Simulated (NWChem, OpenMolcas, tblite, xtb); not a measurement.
## How methods differ on C3H6F2 (1,3-difluoropropane)

The species is C3H6F2 (11 atoms), meant as a singlet with charge 0. As SMILES, `FCCCF`. The coordinates come from a PBE0-D4/def2-TZVP relaxation. This is one conformer, not always the lowest.

```csv
atom,x (Å),y (Å),z (Å)
F,-1.9644,1.4327,-0.1071
C,-0.7153,1.0007,0.3006
C,-0.3750,-0.2988,-0.3878
C,0.9675,-0.8382,0.0347
F,1.9756,0.0402,-0.3312
H,-0.7445,0.8753,1.3886
H,0.0080,1.7818,0.0541
H,-0.3882,-0.1543,-1.4716
H,-1.1381,-1.0462,-0.1471
H,1.0262,-0.9681,1.1208
H,1.1734,-1.7980,-0.4459
```

Each level gives the dipole moment (D). The values are calculated.

| level | kind | program | value (D) | CPU time |
| --- | --- | --- | --- | --- |
| GFN0-xTB | semi-empirical | xtb | 2.58 | under 2 s |
| IPEA1-xTB | semi-empirical | tblite | 2.99 | under 2 s |
| HF/cc-pVDZ | Hartree–Fock | OpenMolcas | 2.20 | 12 s |
| SVWN5/cc-pVDZ | LDA | NWChem | 1.70 | 15 s |
| revPBE/cc-pVDZ | GGA | OpenMolcas | 1.64 | 61 s |
| r2SCAN/cc-pVDZ | meta-GGA | NWChem | 1.79 | 39 s |
| M06-2X/cc-pVDZ | hybrid meta-GGA | OpenMolcas | 1.89 | 76 s |
| CAM-B3LYP/cc-pVDZ | range-separated hybrid | NWChem | 1.84 | 75 s |

The values span 1.64 to 2.99 D. Times are those of the runs behind each value, whatever else they computed, on shared processors of several kinds: orders of magnitude only.

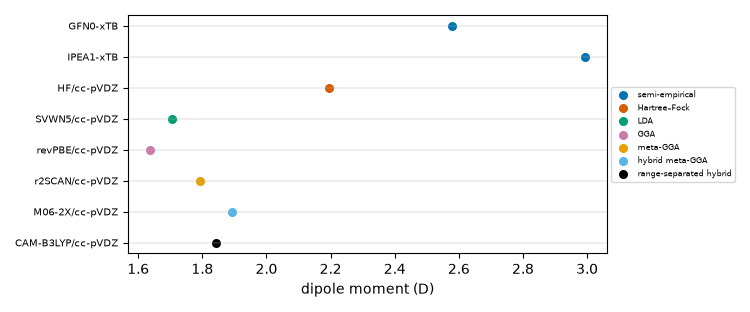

The values of the table, level by level.
